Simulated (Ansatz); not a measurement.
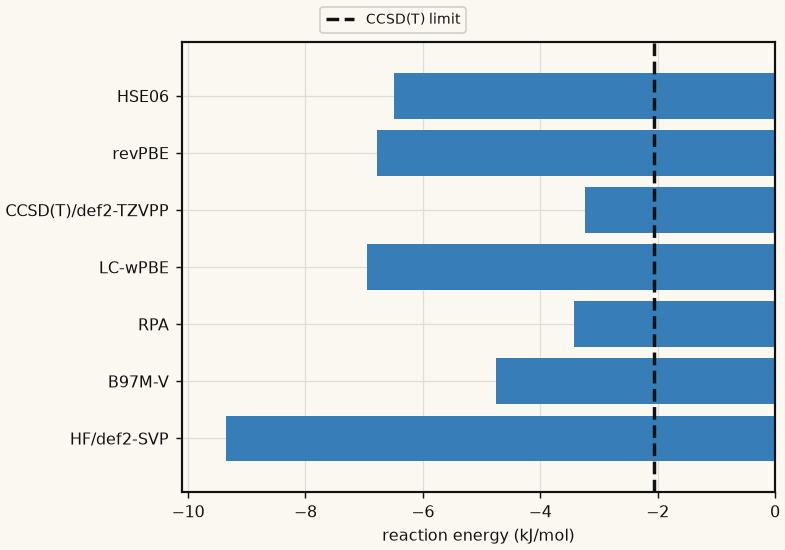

Electronic reaction energy of CH₆SSn (C[S][SnH3]) + H₂S (S) → SnH₄S ([SH][SnH3]) + CH₄S (CS) (SMILES in brackets) at several levels (functionals in def2-TZVPP unless a basis is named), isolated molecules at PBE0-D4 triple-zeta geometries, minima by their frequencies, no zero-point or thermal terms, the Ansatz code 0.2.0. The line is frozen-core CCSD(T) at the basis limit (MP2 extrapolated from triple and quadruple zeta, plus CCSD(T) less MP2 in a smaller set). RPA holds a correlation term that converges slowly with the basis, so part of the distance to the limit is basis error. No dispersion term is added to HSE06, revPBE and LC-wPBE. The distance of CCSD(T)/def2-TZVPP and HF/def2-SVP to the limit includes basis error. Core potentials past Kr.

Which level comes closest to the line (CCSD(T) limit), and which misses most?

Closest CCSD(T)/def2-TZVPP (−3.2 kJ/mol), against −2.1 kJ/mol; farthest HF/def2-SVP (−9.4 kJ/mol).

Give the values.

| level | kJ/mol | less CCSD(T) limit |
| --- | --- | --- |
| HSE06 | −6.5 | −4.4 |
| revPBE | −6.8 | −4.7 |
| CCSD(T)/def2-TZVPP | −3.2 | −1.2 |
| LC-wPBE | −6.9 | −4.9 |
| RPA | −3.4 | −1.4 |
| B97M-V | −4.8 | −2.7 |
| HF/def2-SVP | −9.4 | −7.3 |
| CCSD(T) limit | −2.1 | 0.0 |

Note: outer-core shells are correlated without core-valence functions, which makes the correlated values less sure; spin-orbit coupling is left out, and with Sn it can shift these values.
